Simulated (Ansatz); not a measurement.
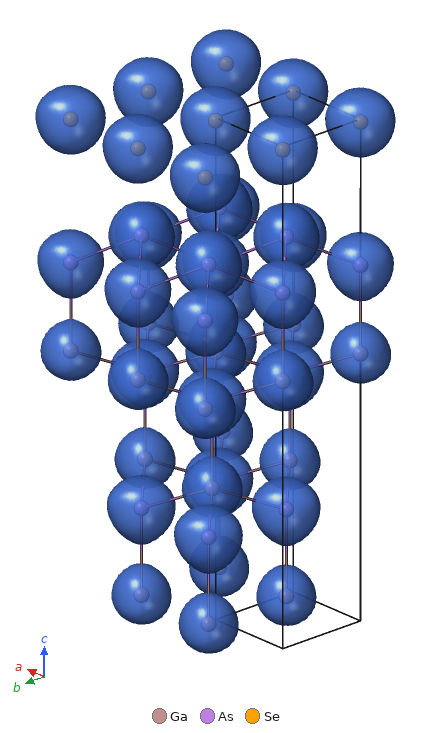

Ga₃As₄Se. Isosurface of the valence charge density (pseudo) at 0.6 e/Å³ (blue), seen at an oblique angle. Sticks mark near contacts.

Space group P3m1; a generated structure, not necessarily the stable one; changed on purpose from its base cell (volume × 0.97, shape and atoms relaxed); computed without spin polarisation.

These are results of Ansatz 0.2.0, DFT PBE, scalar-relativistic, plane waves, PAW, not measurements.

In a PAW calculation such maps are meaningful between the atoms, not at the nuclei.

> What does this surface tell about the bonding?

At this value the density breaks into separate islands; it holds about 75 % of the electrons treated as valence (semicore included). It bridges none of the near contacts. It is pinched off along the sampled Ga–As (2.47 Å), Ga–Se (2.54 Å), As–As (2.54 Å) and Ga–As (2.51 Å) contacts. On the grid the lowest density along these lines, outside the cores, is 0.47 e/Å³ (Ga–As, 2.47 Å), 0.41 e/Å³ (Ga–Se, 2.54 Å), 0.47 e/Å³ (As–As, 2.54 Å) and 0.4 e/Å³ (Ga–As, 2.51 Å).
